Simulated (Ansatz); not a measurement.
A series of calculations on BSi2N2H9

Part 1: Relaxation

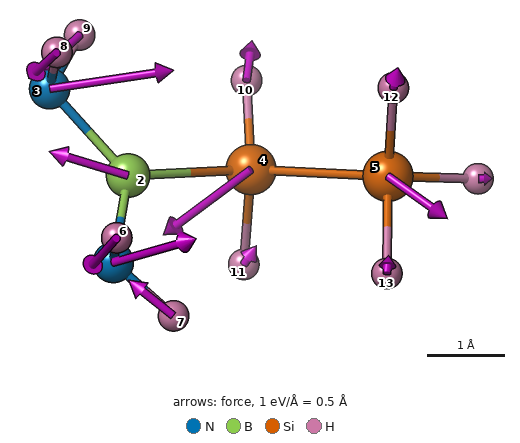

Starting geometry of BSi$_{2}$N$_{2}$H$_{9}$ with the computed forces as purple arrows. Style: ball-and-stick. Shown from a free direction.

The run prepares an end point of a later path (torsion) calculation, from a guessed geometry.

The calculation used RKS PBE0/6-31G* (Ansatz). Set-up: no spin polarisation; force threshold 0.015 eV/Å; at most 40 steps.

> Is this structure relaxed? If not, where do the atoms go?

It isn't relaxed: the largest force vector, on an N atom, is 3.36 eV/Å. The final displacements follow the starting forces only in part (cosine between the two patterns 0.41). The atom that moves furthest after the best rigid fit is an H atom (0.88 Å). By element the largest moves are H 0.88 Å, N 0.38 Å, Si 0.28 Å, B 0.20 Å. Among the contacts that change: Si–Si 2.175 → 2.341 Å, B–N 1.533 → 1.413 Å, H–N 1.086 → 1.010 Å, H–Si 1.431 → 1.498 Å. Among the angles between lasting bonds that change: B–N–H 103.9° → 122.7°, B–N–H 105.8° → 124.0°, B–N–H 110.3° → 123.8°. After 9 geometry steps the energy has fallen by 1.564 eV. Largest force component: 2.8 eV/Å at the start, 0.0087 eV/Å at the end. Cost: 39 s on 2 threads of Arm Neoverse V1, on a shared host, peak memory 0.23 GiB.

Part 2: Relaxation

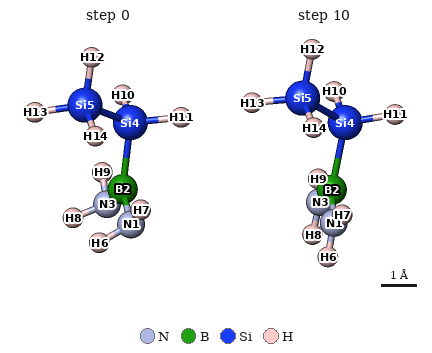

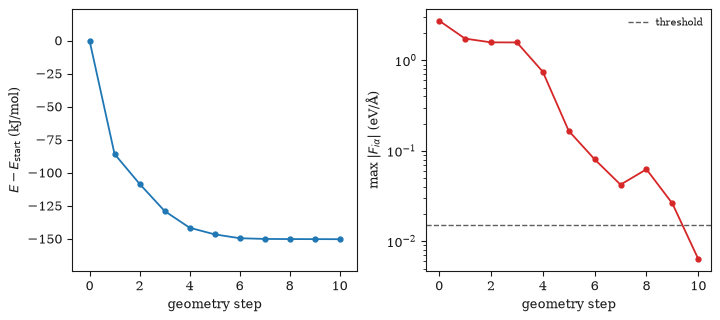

First and last geometry of a relaxation of BSi$_{2}$N$_{2}$H$_{9}$, with the history of the run. A ball-and-stick model, seen from a free direction.

The run prepares an end point of a later path (torsion) calculation, from a guessed geometry.

These are results of Ansatz, RKS PBE0/6-31G*, not measurements.

The input:
```yaml
crystal:
  periodic: [false, false, false]
  atoms:
    - { symbol: "N", position_ang: [-1.9074, 0.6486, -0.4771] }
    - { symbol: B, position_ang: [-0.9579, -0.4503, -0.6247] }
    - { symbol: "N", position_ang: [-0.9774, -1.2887, -1.9076] }
    - { symbol: Si, position_ang: [0.3692, -0.8228, 0.8214] }
    - { symbol: Si, position_ang: [1.5819, 0.9513, 1.1548] }
    - { symbol: H, position_ang: [-1.7222, 1.4089, -1.2297] }
    - { symbol: H, position_ang: [-1.7735, 1.1651, 0.4352] }
    - { symbol: H, position_ang: [-0.6472, -0.6363, -2.6868] }
    - { symbol: H, position_ang: [-0.1774, -1.982, -1.773] }
    - { symbol: H, position_ang: [1.1447, -1.9781, 0.4871] }
    - { symbol: H, position_ang: [-0.4674, -1.143, 2.0706] }
    - { symbol: H, position_ang: [2.50993, 0.73159, 2.25225] }
    - { symbol: H, position_ang: [2.36612, 1.2832, -0.11243] }
    - { symbol: H, position_ang: [0.68763, 2.08281, 1.46819] }
basis:
  gaussian: { orbitals: "6-31G*" }
hamiltonian:
  xc: pbe0
relax:
  f_tol: 0.015
  max_steps: 40
```

Run as
```bash
ansatz run input.yaml --threads 2 --pin off --max-ram 3072MiB --backend cpu --events-out ev --progress --plain --runs-dir out
```

**Did the run converge, and what did it change?**

It converged. The energy falls by 150.3 kJ/mol in 10 geometry steps. The largest force component goes from 2.7 to 0.0064 eV/Å. H8 moves most after the best rigid fit: 0.90 Å. By element the largest moves are H 0.90 Å, N 0.39 Å, Si 0.27 Å, B 0.20 Å. Some distances before and after: Si4–Si5 2.175 → 2.340 Å, B2–N3 1.533 → 1.413 Å, N1–H6 1.086 → 1.010 Å, Si4–H10 1.431 → 1.498 Å. Bond angles that change, for instance: B2–N3–H9 103.9° → 122.7°, B2–N3–H8 105.8° → 124.0°, B2–N1–H6 110.3° → 123.8°.

Part 3: Path

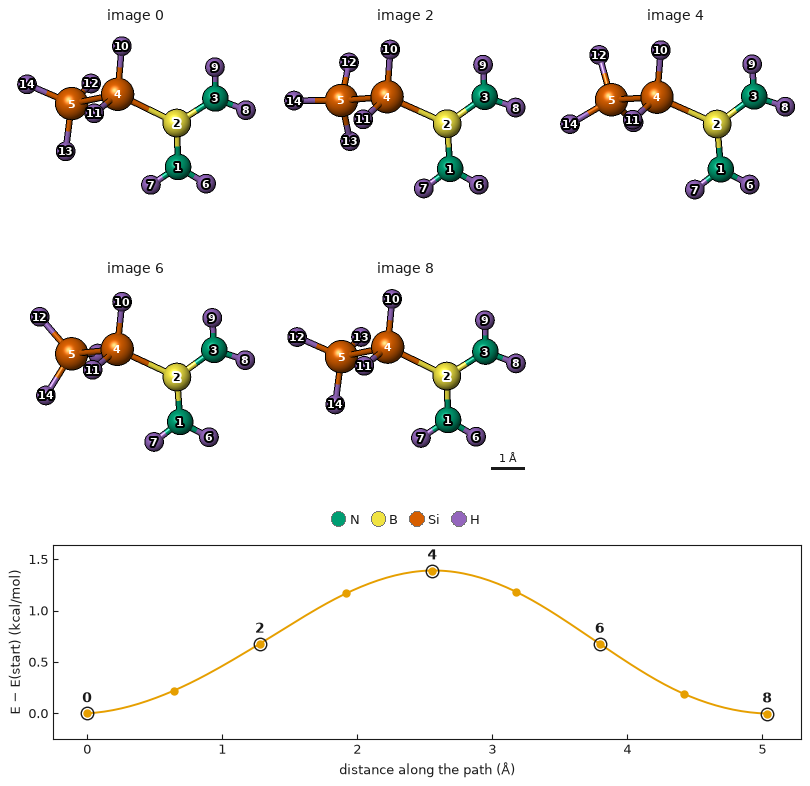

A nudged-elastic-band calculation for BSi2N2H9. Images are numbered from 0 (start) to 8 (end). Style: ball-and-stick. Shown at a tilt.

Method: Ansatz, RKS PBE0/6-31G*. Set-up: 7 movable images; climbing image; force threshold 0.03 eV/Å; iteration limit 54; starting path through a guess of the saddle point.

Question: Describe the mechanism and the energy profile.

Answer: The barrier is about 1.39 kcal/mol in both directions, with image 4 at the top; the ends have the same energy. The motion is a rotation about the Si4–Si5 bond by about 120°. No bond forms or breaks between the ends. Among the angles between lasting bonds that change up to the highest image: B2–Si4–Si5 110.7° → 113.1°. The band is converged. At the top, the vibrational analysis gives one imaginary mode (111i cm⁻¹), as a transition state must have.

Cost: 5.3 min on 2 threads of Arm Neoverse V1 (shared host), peak memory 0.23 GiB.
